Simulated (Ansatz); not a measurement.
**F− with GeH₄: superposition error and deformation, part 1 of 2**

Aim: split the binding of a pair into the counterpoise interaction, the basis-set superposition error and the cost of deforming the fragments.

Method: PBE0-D4 structures, single points in def2-TZVPPD; program: Ansatz 0.2.0, Gaussian basis.

Levels: PBE-D4, revPBE-D4, BLYP-D4, r2SCAN-D4, B97M-V, PBE0-D4, B3LYP-D4, HSE06-D4, wB97X-V, wB97M-V, B2PLYP, Hartree-Fock, MP2, CCSD, CCSD(T).

Correlated methods freeze the cores. Filled d shells of the heavier atoms are correlated. B3LYP uses VWN-RPA correlation. B2PLYP carries no dispersion term here.

129 further runs of the same task are left out: 129 set aside as unsound or not needed.

## Step 1: Starting geometry

The relaxed pair: 6 atoms, charge -1, spin multiplicity 1.

Atoms are counted from 1 here; the program's logs count them from 0.

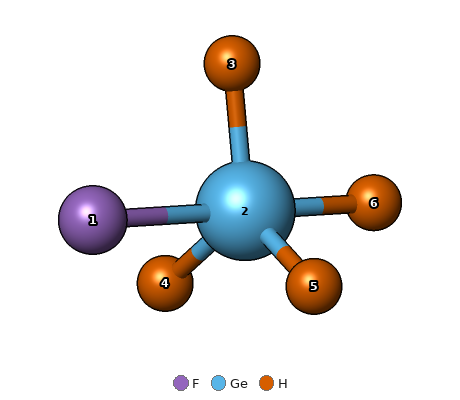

The starting geometry (fluorine purple, germanium blue, hydrogen orange); atoms are numbered from 1 in the order of the file.

Coordinates:

```xyz
6

F     0.5602   -0.2160   -1.7705
Ge   -0.0316    0.0122    0.0998
H    -0.3984   -1.5019    0.0560
H    -1.0377    1.0630   -0.4591
H     1.4371    0.4386    0.4000
H    -0.5296    0.2042    1.6739
```

Atoms 1 to 1 are fragment A (F−), the rest fragment B (GeH₄). From earlier runs, pair energy (eV) and counterpoise interaction (meV):

```csv
method,E(pair),interaction
PBE-D4,-59291.05920,-1649
revPBE-D4,-59297.38626,-1610
BLYP-D4,-59303.67697,-1533
r2SCAN-D4,-59300.95890,-1831
B97M-V,-59291.03043,-1924
PBE0-D4,-59292.53697,-1800
B3LYP-D4,-59304.10456,-1683
HSE06-D4,-59292.40963,-1802
wB97X-V,-59296.26753,-1778
wB97M-V,-59298.05961,-1789
B2PLYP,-59290.79239,-1652
Hartree-Fock,-59243.94537,-1846
MP2,-59259.38541,-1677
CCSD(T),-59260.34177,-1698
```

First each fragment is run alone in its own basis, frozen in the shape it has in the pair (a, b).

## Step 2: wB97X-V/def2-TZVPPD

The input, a/in.yaml:

```yaml
crystal:
  periodic: [false, false, false]
  atoms:
    - {symbol: F, position_ang: [0.560150, -0.215983, -1.770538]}
basis:
  gaussian: {orbitals: "def2-TZVPPD.json"}
total_charge: -1
hamiltonian: {xc: {name: wB97X-V}}
```

The input, b/in.yaml:

```yaml
crystal:
  periodic: [false, false, false]
  atoms:
    - {symbol: Ge, position_ang: [-0.031599, 0.012189, 0.099803]}
    - {symbol: H, position_ang: [-0.398431, -1.501897, 0.056043]}
    - {symbol: H, position_ang: [-1.037730, 1.063002, -0.459148]}
    - {symbol: H, position_ang: [1.437081, 0.438565, 0.399989]}
    - {symbol: H, position_ang: [-0.529571, 0.204224, 1.673852]}
basis:
  gaussian: {orbitals: "def2-TZVPPD.json"}
hamiltonian: {xc: {name: wB97X-V}}
```

The basis file named in the input lies beside it (Basis Set Exchange, JSON).

One command serves all of them, each in its own folder.

Run with:

```sh
$ ansatz run in.yaml --threads 2 --pin off --events-out ev --progress --plain --max-ram 5222MiB
```

Log of a:

```text
Functional definition: wB97X-V
  name "wB97X-V"
  cite "Mardirossian & Head-Gordon, Phys. Chem. Chem. Phys. 16, 9904 (2014) doi:10.1039/C3CP54374A"
  cite "Becke, J. Chem. Phys. 107, 8554 (1997) doi:10.1063/1.475007"
  cite "Vydrov & Van Voorhis, J. Chem. Phys. 133, 244103 (2010) doi:10.1063/1.3521275"
  parameter omega = 0.3/bohr
  parameter cx = 0.167
  parameter cx1 = 0.603
  parameter cx2 = 1.194
  parameter css0 = 0.556
  parameter css1 = -0.257
  parameter cos0 = 1.219
  parameter cos1 = -1.850
  parameter b = 6.0
  parameter c = 0.01
  exchange = spin_sum(e_x_unif_sr(omega)*poly(b97_u_x, 1 - cx, cx1, cx2)) + cx*exact_x_sr(omega) + exact_x_lr(omega)
  correlation = spin_sum(e_c_pw_same_spin*poly(b97_u_same, css0, css1))
      + integral(e_c_pw_opposite_spin*poly(b97_u_opposite, cos0, cos1)) + vv10(b, c)
197 factors; their error is unknown
52 factors; integrals over basis functions are off by at most 4.8e-5 eV
mean field evaluation 1: about -2705.5467 eV, gradient 8.9e1 eV
mean field evaluation 2: about -2701.9389 eV, gradient 1.2e2 eV
mean field evaluation 4: about -2717.2989 eV, gradient 4.7e-1 eV
mean field evaluation 8: about -2717.3078 eV, gradient 1.7e-3 eV
mean field -2717.30775250 eV, -99.8592180471 hartree, gradient 5.3e-5 eV, S^2 0.000000; 0 other end points of the search recorded, 0 dependent functions left out
reference -2717.30775130 eV, -99.8592180030 hartree; 5, 5 occupied and 35, 35 virtual orbitals, 197 factors
Total energy: -2717.30775130 eV, -99.8592180030 hartree
```

Output in b, shortened:

```text
Functional definition: wB97X-V
  name "wB97X-V"
  cite "Mardirossian & Head-Gordon, Phys. Chem. Chem. Phys. 16, 9904 (2014) doi:10.1039/C3CP54374A"
  cite "Becke, J. Chem. Phys. 107, 8554 (1997) doi:10.1063/1.475007"
  cite "Vydrov & Van Voorhis, J. Chem. Phys. 133, 244103 (2010) doi:10.1063/1.3521275"
[...]
      + integral(e_c_pw_opposite_spin*poly(b97_u_opposite, cos0, cos1)) + vv10(b, c)
650 factors; their error is unknown
179 factors; integrals over basis functions are off by at most 1.3e-5 eV
[...]
mean field -56577.17262977 eV, -2079.1727447591 hartree, gradient 2.3e-5 eV, S^2 0.000000; 0 other end points of the search recorded, 0 dependent functions left out
reference -56577.17262819 eV, -2079.1727447009 hartree; 18, 18 occupied and 104, 104 virtual orbitals, 650 factors
Total energy: -56577.17262819 eV, -2079.1727447009 hartree
```

Times: 0.4 s (a), 3.8 s (b) on 2 threads of Intel Xeon Platinum 8175M at 2.50GHz, shared host.

## Step 3: wB97M-V/def2-TZVPPD

The same edit goes into each in.yaml of step 2 (a, b):

```diff
-hamiltonian: {xc: {name: wB97X-V}}
+hamiltonian: {xc: {name: wB97M-V}}
```

The same command starts each run, in its folder.

Run with:

```sh
$ ansatz run in.yaml --threads 2 --pin off --events-out ev --progress --plain --max-ram 5222MiB
```

Output in a, shortened:

```text
Functional definition: wB97M-V
  name "wB97M-V"
  cite "Mardirossian & Head-Gordon, J. Chem. Phys. 144, 214110 (2016) doi:10.1063/1.4952647"
  cite "Becke, J. Chem. Phys. 107, 8554 (1997) doi:10.1063/1.475007"
  cite "Vydrov & Van Voorhis, J. Chem. Phys. 133, 244103 (2010) doi:10.1063/1.3521275"
  # Of w^i u^j: cxij and so on, Table III.
[...]
  gx(w, u) = 1 - cx + cx01*u + cx10*w
  gss(w, u) = css00 + css04*u^4 + css10*w + css20*w^2 + css43*w^4*u^3
  gos(w, u) = cos00 + cos10*w + (cos20 + cos21*u)*w^2 + (cos60 + cos61*u)*w^6
[...]
      + integral(e_c_pw_mod_opposite_spin*gos(b97_w_opposite, b97_u_opposite)) + vv10(b, c)
197 factors; their error is unknown
52 factors; integrals over basis functions are off by at most 4.8e-5 eV
[...]
mean field -2717.60186938 eV, -99.8700266432 hartree, gradient 1.8e-5 eV, S^2 0.000000; 0 other end points of the search recorded, 0 dependent functions left out
reference -2717.60189901 eV, -99.8700277317 hartree; 5, 5 occupied and 35, 35 virtual orbitals, 197 factors
Total energy: -2717.60189901 eV, -99.8700277317 hartree
```

Log of b, shortened:

```text
Functional definition: wB97M-V
  name "wB97M-V"
  cite "Mardirossian & Head-Gordon, J. Chem. Phys. 144, 214110 (2016) doi:10.1063/1.4952647"
  cite "Becke, J. Chem. Phys. 107, 8554 (1997) doi:10.1063/1.475007"
  cite "Vydrov & Van Voorhis, J. Chem. Phys. 133, 244103 (2010) doi:10.1063/1.3521275"
  # Of w^i u^j: cxij and so on, Table III.
[...]
  gx(w, u) = 1 - cx + cx01*u + cx10*w
  gss(w, u) = css00 + css04*u^4 + css10*w + css20*w^2 + css43*w^4*u^3
  gos(w, u) = cos00 + cos10*w + (cos20 + cos21*u)*w^2 + (cos60 + cos61*u)*w^6
[...]
      + integral(e_c_pw_mod_opposite_spin*gos(b97_w_opposite, b97_u_opposite)) + vv10(b, c)
650 factors; their error is unknown
179 factors; integrals over basis functions are off by at most 1.3e-5 eV
[...]
mean field -56578.66033511 eV, -2079.2274169220 hartree, gradient 2.0e-5 eV, S^2 0.000000; 0 other end points of the search recorded, 0 dependent functions left out
reference -56578.66037445 eV, -2079.2274183675 hartree; 18, 18 occupied and 104, 104 virtual orbitals, 650 factors
Total energy: -56578.66037445 eV, -2079.2274183675 hartree
```

They took 0.4 s (a), 3.5 s (b) on 2 threads of Intel Xeon Platinum 8175M at 2.50GHz, shared host.

## Step 4: B2PLYP/def2-TZVPPD

The same edit goes into each in.yaml of step 3 (a, b):

```diff
-hamiltonian: {xc: {name: wB97M-V}}
+hamiltonian: {xc: {name: B2PLYP}}
```

The same command starts each run, in its folder.

Run with:

```sh
$ ansatz run in.yaml --threads 2 --pin off --events-out ev --progress --plain --max-ram 5222MiB
```

Log of a, shortened:

```text
Functional definition: B2PLYP
  name "B2PLYP"
  cite "Grimme, J. Chem. Phys. 124, 034108 (2006) doi:10.1063/1.2148954"
  cite "Becke, Phys. Rev. A 38, 3098 (1988) doi:10.1103/PhysRevA.38.3098"
  cite "Lee, Yang & Parr, Phys. Rev. B 37, 785 (1988) doi:10.1103/PhysRevB.37.785"
[...]
257 factors; integrals over basis functions are off by at most 1.5e-4 eV
[...]
mean field -2714.40500266 eV, -99.7525439580 hartree, gradient 9.1e-6 eV, S^2 0.000000; 0 other end points of the search recorded, 0 dependent functions left out
1 core orbitals not correlated: weight in the atoms' cores, before any rotation towards them, 1.000 or more for the frozen orbitals, at most 0.000 for the correlated occupied ones
reference -2714.40510179 eV, -99.7525476009 hartree; 4, 4 occupied and 35, 35 virtual orbitals, 257 factors
second order -9.42534965 eV of doubles, -0.00000000 eV of singles
Total energy: -2716.94994619 eV, -99.8460689078 hartree
```

Log of b, shortened:

```text
Functional definition: B2PLYP
  name "B2PLYP"
  cite "Grimme, J. Chem. Phys. 124, 034108 (2006) doi:10.1063/1.2148954"
  cite "Becke, Phys. Rev. A 38, 3098 (1988) doi:10.1103/PhysRevA.38.3098"
  cite "Lee, Yang & Parr, Phys. Rev. B 37, 785 (1988) doi:10.1103/PhysRevB.37.785"
[...]
694 factors; integrals over basis functions are off by at most 7.0e-4 eV
[...]
mean field -56569.60997531 eV, -2078.8948223337 hartree, gradient 1.4e-6 eV, S^2 0.000000; 0 other end points of the search recorded, 0 dependent functions left out
9 core orbitals not correlated: weight in the atoms' cores, before any rotation towards them, 1.000 or more for the frozen orbitals, at most 0.000 for the correlated occupied ones
reference -56569.61011041 eV, -2078.8948272987 hartree; 9, 9 occupied and 104, 104 virtual orbitals, 694 factors
second order -9.42306495 eV of doubles, -0.00000000 eV of singles
Total energy: -56572.15433795 eV, -2078.9883259361 hartree
```

They took 0.25 s (a), 2.4 s (b) on 2 threads of Intel Xeon Platinum 8175M at 2.50GHz, shared host.

## Step 5: B97M-V/def2-TZVPPD

Each input of step 4 (a, b) changes in the same lines:

```diff
-hamiltonian: {xc: {name: B2PLYP}}
+hamiltonian: {xc: {name: B97M-V}}
```

The same command starts each run, in its folder.

Run with:

```sh
$ ansatz run in.yaml --threads 2 --pin off --events-out ev --progress --plain --max-ram 5222MiB
```

Output in a, shortened:

```text
Functional definition: B97M-V
  name "B97M-V"
  cite "Mardirossian & Head-Gordon, J. Chem. Phys. 142, 074111 (2015) doi:10.1063/1.4907719"
  cite "Becke, J. Chem. Phys. 107, 8554 (1997) doi:10.1063/1.475007"
  cite "Vydrov & Van Voorhis, J. Chem. Phys. 133, 244103 (2010) doi:10.1063/1.3521275"
  # Of w^i u^j: cxij and so on, Table III.
[...]
  gx(w, u) = cx00 + cx01*u + cx02*u^2 + (cx10 + cx11*u)*w
  gss(w, u) = css00 + css02*u^2 + css10*w + (css32*w^3 + css42*w^4)*u^2
  gos(w, u) = cos00 + cos01*u + cos03*u^3 + cos10*w + cos32*w^3*u^2
[...]
      + integral(e_c_pw_mod_opposite_spin*gos(b97_w_opposite, b97_u_opposite)) + vv10(b, c)
197 factors; their error is unknown
[...]
mean field -2717.16474812 eV, -99.8539627329 hartree, gradient 8.6e-6 eV, S^2 0.000000; 0 other end points of the search recorded, 0 dependent functions left out
reference -2717.16478331 eV, -99.8539640264 hartree; 5, 5 occupied and 35, 35 virtual orbitals, 197 factors
Total energy: -2717.16478331 eV, -99.8539640264 hartree
```

Output in b, shortened:

```text
Functional definition: B97M-V
  name "B97M-V"
  cite "Mardirossian & Head-Gordon, J. Chem. Phys. 142, 074111 (2015) doi:10.1063/1.4907719"
  cite "Becke, J. Chem. Phys. 107, 8554 (1997) doi:10.1063/1.475007"
  cite "Vydrov & Van Voorhis, J. Chem. Phys. 133, 244103 (2010) doi:10.1063/1.3521275"
  # Of w^i u^j: cxij and so on, Table III.
[...]
  gx(w, u) = cx00 + cx01*u + cx02*u^2 + (cx10 + cx11*u)*w
  gss(w, u) = css00 + css02*u^2 + css10*w + (css32*w^3 + css42*w^4)*u^2
  gos(w, u) = cos00 + cos01*u + cos03*u^3 + cos10*w + cos32*w^3*u^2
[...]
      + integral(e_c_pw_mod_opposite_spin*gos(b97_w_opposite, b97_u_opposite)) + vv10(b, c)
609 factors; their error is unknown
[...]
mean field -56571.93345937 eV, -2078.9802087982 hartree, gradient 6.0e-5 eV, S^2 0.000000; 0 other end points of the search recorded, 0 dependent functions left out
reference -56571.93350559 eV, -2078.9802104966 hartree; 18, 18 occupied and 104, 104 virtual orbitals, 609 factors
Total energy: -56571.93350559 eV, -2078.9802104966 hartree
```

Wall times: 0.3 s (a), 3.8 s (b) on 2 threads of Intel Xeon Platinum 8175M at 2.50GHz, shared host.

## Step 6: CCSD(T)/def2-TZVPPD

Each input of step 5 (a, b) changes in the same lines:

```diff
-hamiltonian: {xc: {name: B97M-V}}
+correlation: {method: ccsd_t}
```

Each run has its own folder and the same command.

Run with:

```sh
$ ansatz run in.yaml --threads 2 --pin off --events-out ev --progress --plain --max-ram 5222MiB
```

a printed, shortened:

```text
Functional definition: HF
  name "HF"
  cite "Fock, Z. Phys. 61, 126 (1930) doi:10.1007/BF01340294"
  parent pbe
[...]
257 factors; integrals over basis functions are off by at most 1.5e-4 eV
[...]
mean field -2706.33087263 eV, -99.4558251521 hartree, gradient 3.0e-6 eV, S^2 0.000000; 0 other end points of the search recorded, 0 dependent functions left out
1 core orbitals not correlated: weight in the atoms' cores, before any rotation towards them, 1.000 or more for the frozen orbitals, at most 0.000 for the correlated occupied ones
reference -2706.33087263 eV, -99.4558251521 hartree; 4, 4 occupied and 35, 35 virtual orbitals, 257 factors
second order -7.81390746 eV of doubles, -0.00000000 eV of singles
cycle   1  -7.41661829 eV  change    4.0e-1 eV  update   9.9e-2
[...]
cycle   9  -7.66117940 eV  change    1.8e-6 eV  update   3.4e-6
perturbative correction -0.25873588 eV, -0.0095083682 hartree
Total energy: -2714.25078790 eV, -99.7468766702 hartree
```

Log of b, shortened:

```text
Functional definition: HF
  name "HF"
  cite "Fock, Z. Phys. 61, 126 (1930) doi:10.1007/BF01340294"
  parent pbe
[...]
694 factors; integrals over basis functions are off by at most 7.0e-4 eV
[...]
mean field -56535.76033818 eV, -2077.6508711135 hartree, gradient 2.2e-6 eV, S^2 0.000000; 0 other end points of the search recorded, 0 dependent functions left out
9 core orbitals not correlated: weight in the atoms' cores, before any rotation towards them, 1.000 or more for the frozen orbitals, at most 0.000 for the correlated occupied ones
reference -56535.76033818 eV, -2077.6508711135 hartree; 9, 9 occupied and 104, 104 virtual orbitals, 694 factors
second order -7.70408529 eV of doubles, -0.00000000 eV of singles
cycle   1  -7.89862413 eV  change   -1.9e-1 eV  update   7.7e-2
[...]
cycle   9  -8.28310368 eV  change   -8.7e-7 eV  update   9.3e-6
perturbative correction -0.25129901 eV, -0.0092350683 hartree
Total energy: -56544.29474087 eV, -2077.9645046273 hartree
```

Wall times: 0.3 s (a), 7 s (b) on 2 threads of Intel Xeon Platinum 8175M at 2.50GHz, shared host; peak memory 0.52 GiB.

## Step 7: Relaxing GeH₄ alone

The input, relax-b/in.yaml:

```yaml
crystal:
  periodic: [false, false, false]
  atoms:
    - {symbol: Ge, position_ang: [-0.031599, 0.012189, 0.099803]}
    - {symbol: H, position_ang: [-0.398431, -1.501897, 0.056043]}
    - {symbol: H, position_ang: [-1.037730, 1.063002, -0.459148]}
    - {symbol: H, position_ang: [1.437081, 0.438565, 0.399989]}
    - {symbol: H, position_ang: [-0.529571, 0.204224, 1.673852]}
basis:
  gaussian: {orbitals: def2-TZVP}
hamiltonian: {xc: pbe0, dispersion: d4}
relax: {f_tol: 0.005, max_steps: 200}
```

Run with:

```sh
$ ansatz run in.yaml --threads 2 --pin off --events-out ev --progress --plain --max-ram 5222MiB
```

Standard output, shortened:

```text
Functional definition: PBE0
  name "PBE0"
  cite "Adamo & Barone, J. Chem. Phys. 110, 6158 (1999) doi:10.1063/1.478522"
  cite "Perdew, Burke & Ernzerhof, Phys. Rev. Lett. 77, 3865 (1996) doi:10.1103/PhysRevLett.77.3865"
  parent pbe
[...]
577 factors; their error is unknown
[...]
mean field -56575.06127232 eV, -2079.0951538038 hartree, gradient 3.6e-5 eV, S^2 0.000000; 0 other end points of the search recorded, 0 dependent functions left out
[...]
reference -56575.06129697 eV, -2079.0951547099 hartree; 18, 18 occupied and 54, 54 virtual orbitals, 577 factors
relax step   1: F+E_penalty+E_count = -56575.09673296 eV  Δ(F+E_penalty+E_count) = +0.000e0 eV  max|allowed force component| = 3.105e0 eV/Å  Δτ_max = 0.0000 Å  (20 SCF iters, accepted)
[...]
577 factors; their error is unknown
[...]
mean field -56575.69352824 eV, -2079.1183887805 hartree, gradient 7.2e-5 eV, S^2 0.000000; 1 other end points of the search recorded, 0 dependent functions left out
[...]
reference -56575.69355309 eV, -2079.1183896935 hartree; 18, 18 occupied and 54, 54 virtual orbitals, 577 factors
Total energy: -56575.72880844 eV, -2079.1196853038 hartree
Atom 0 at    -0.112041     0.043214     0.354080 Å, force    -0.000058     0.000016     0.000180 eV/Å
Atom 1 at    -0.329802    -1.413136    -0.077143 Å, force     0.000132     0.000567     0.000033 eV/Å
Atom 2 at    -0.924617     0.973242    -0.556467 Å, force     0.000367    -0.000385     0.000219 eV/Å
Atom 3 at     1.377968     0.392264     0.242876 Å, force    -0.000546    -0.000155    -0.000098 eV/Å
Atom 4 at    -0.571757     0.220499     1.807192 Å, force     0.000105    -0.000042    -0.000333 eV/Å
Dipole moment:     0.000008    -0.000003    -0.000025 e Å
```

Wall time 4 s (2 threads of Intel Xeon Platinum 8175M at 2.50GHz, shared host).

Relaxation path:

```csv
step,energy from step 1 (eV),largest force component (eV/Å)
1,0.0000,3.1050
2,-0.5401,0.5362
3,-0.6318,0.0509
4,-0.6321,0.0006
```

Close pairs (by a distance rule), those that changed most:

```csv
bond,before (Å),after (Å),change (Å)
Ge1–H5,1.662,1.534,-0.128
Ge1–H2,1.559,1.534,-0.024
Ge1–H3,1.559,1.534,-0.024
Ge1–H4,1.559,1.534,-0.024
```

## Step 8: PBE-D4/def2-TZVPPD

The input, free-b/in.yaml:

```yaml
crystal:
  periodic: [false, false, false]
  atoms:
    - {symbol: Ge, position_ang: [-0.112041, 0.043214, 0.354080]}
    - {symbol: H, position_ang: [-0.329802, -1.413136, -0.077143]}
    - {symbol: H, position_ang: [-0.924617, 0.973242, -0.556467]}
    - {symbol: H, position_ang: [1.377968, 0.392264, 0.242876]}
    - {symbol: H, position_ang: [-0.571757, 0.220499, 1.807192]}
basis:
  gaussian: {orbitals: "def2-TZVPPD.json"}
hamiltonian: {xc: pbe, dispersion: d4}
```

Run with:

```sh
$ ansatz run in.yaml --threads 2 --pin off --events-out ev --progress --plain --max-ram 5222MiB
```

Standard output:

```text
Functional definition: PBE
  name "PBE"
  cite "Perdew, Burke & Ernzerhof, Phys. Rev. Lett. 77, 3865 (1996) doi:10.1103/PhysRevLett.77.3865"
  parent pbe
  parameter kappa = 0.804
  parameter beta = 0.06672455060314922
  exchange = pbe_x(kappa = kappa, mu = beta*pi^2/3)
  correlation = pbe_c(beta = beta)
609 factors; their error is unknown
mean field evaluation 1: about -56573.2069 eV, gradient 2.5e1 eV
mean field evaluation 2: about -56573.5932 eV, gradient 2.8e1 eV
mean field evaluation 4: about -56574.0715 eV, gradient 5.9e-1 eV
mean field evaluation 8: about -56574.0683 eV, gradient 2.5e-4 eV
mean field -56574.06831101 eV, -2079.0586631489 hartree, gradient 5.6e-5 eV, S^2 0.000000; 0 other end points of the search recorded, 0 dependent functions left out
reference -56574.06834214 eV, -2079.0586642929 hartree; 18, 18 occupied and 104, 104 virtual orbitals, 609 factors
Total energy: -56574.11132699 eV, -2079.0602439570 hartree
```

Wall time 0.9 s (2 threads of Intel Xeon Platinum 8175M at 2.50GHz, shared host).

## Step 9: r2SCAN-D4/def2-TZVPPD

Edit free-b/in.yaml of step 8 so:

```diff
@@ -10,2 +10,2 @@
   gaussian: {orbitals: "def2-TZVPPD.json"}
-hamiltonian: {xc: pbe, dispersion: d4}
+hamiltonian: {xc: r2scan, dispersion: d4}
```

Run with:

```sh
$ ansatz run in.yaml --threads 2 --pin off --events-out ev --progress --plain --max-ram 5222MiB
```

Standard output:

```text
Functional definition: r2SCAN
  name "r2SCAN"
  cite "Furness, Kaplan, Ning, Perdew & Sun, J. Phys. Chem. Lett. 11, 8208 (2020) doi:10.1021/acs.jpclett.0c02405"
  cite "Furness, Kaplan, Ning, Perdew & Sun, J. Phys. Chem. Lett. 11, 9248 (2020) doi:10.1021/acs.jpclett.0c03077"
  parent r2scan
  parameter k0 = 0.174
  parameter k1 = 0.065
  parameter a1 = 4.9479
  exchange = r2scan_x(k0 = k0, k1 = k1, a1 = a1)
  correlation = r2scan_c
609 factors; their error is unknown
mean field evaluation 1: about -56582.2218 eV, gradient 1.9e1 eV
mean field evaluation 2: about -56582.4835 eV, gradient 1.9e1 eV
mean field evaluation 4: about -56582.6768 eV, gradient 5.4e-1 eV
mean field evaluation 8: about -56582.6739 eV, gradient 1.4e-3 eV
mean field -56582.67389198 eV, -2079.3749124162 hartree, gradient 1.5e-5 eV, S^2 0.000000; 0 other end points of the search recorded, 0 dependent functions left out
reference -56582.67390085 eV, -2079.3749127422 hartree; 18, 18 occupied and 104, 104 virtual orbitals, 609 factors
Total energy: -56582.68347980 eV, -2079.3752647623 hartree
```

Run time: 1.8 s. Hardware: 2 threads of Intel Xeon Platinum 8175M at 2.50GHz, shared host.

## Step 10: PBE0-D4/def2-TZVPPD

Edit free-b/in.yaml of step 9 so:

```diff
@@ -10,2 +10,3 @@
   gaussian: {orbitals: "def2-TZVPPD.json"}
-hamiltonian: {xc: r2scan, dispersion: d4}
+hamiltonian: {xc: pbe0, dispersion: d4}
+output: {orbitals: {seedname: orbitals}}
```

Run with:

```sh
$ ansatz run in.yaml --threads 2 --pin off --events-out ev --progress --plain --max-ram 5222MiB
```

Standard output:

```text
Functional definition: PBE0
  name "PBE0"
  cite "Adamo & Barone, J. Chem. Phys. 110, 6158 (1999) doi:10.1063/1.478522"
  cite "Perdew, Burke & Ernzerhof, Phys. Rev. Lett. 77, 3865 (1996) doi:10.1103/PhysRevLett.77.3865"
  parent pbe
  parameter a = 0.25
  parameter kappa = 0.804
  parameter beta = 0.06672455060314922
  exchange = (1 - a)*pbe_x(kappa = kappa, mu = beta*pi^2/3) + a*exact_x
  correlation = pbe_c(beta = beta)
662 factors; their error is unknown
mean field evaluation 1: about -56575.2385 eV, gradient 1.6e1 eV
mean field evaluation 2: about -56575.3779 eV, gradient 1.5e1 eV
mean field evaluation 4: about -56575.4919 eV, gradient 3.1e-1 eV
mean field evaluation 8: about -56575.7257 eV, gradient 7.3e-4 eV
mean field -56575.72567436 eV, -2079.1195701286 hartree, gradient 5.2e-5 eV, S^2 0.000000; 0 other end points of the search recorded, 0 dependent functions left out
reference -56575.72569866 eV, -2079.1195710214 hartree; 18, 18 occupied and 104, 104 virtual orbitals, 662 factors
Total energy: -56575.76095401 eV, -2079.1208666317 hartree
```

Wall time 1.3 s (2 threads of Intel Xeon Platinum 8175M at 2.50GHz, shared host).

(Continued in part 2 of 2.)
